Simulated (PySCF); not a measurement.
Vertical excitations of a molecule C₂H₈ClNSi₂ from PySCF 2.14.0 with TDDFT-LC-ωPBE/def2-SVPD, as energy in eV (oscillator strength): 3.55 (0.001), 6.75 (0.010), 7.11 (0.005), 7.36 (0.316), 7.58 (0.079), 7.95 (0.224), 7.98 (0.081), 8.03 (0.008), 8.35 (0.050), 8.40 (0.038). Lowest triplet (TDA): 2.85 eV. The structure is a stationary point at ωB97X-D3(BJ)/def2-SVP. One conformer was computed; it need not be the lowest.

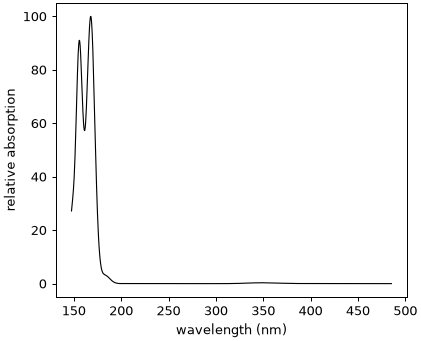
The lines broadened by 0.4 eV.

**Question.** Identify the compound among the candidates.
A) C/N=C/[Si@@H]([SiH3])Cl
B) Cl[Si@H]1C[SiH2]CN1
C) C[Si@H](Cl)/C=N/[SiH3]
D) [SiH3]C/N=C/[SiH2]Cl

**Answer.** C, C[Si@H](Cl)/C=N/[SiH3]
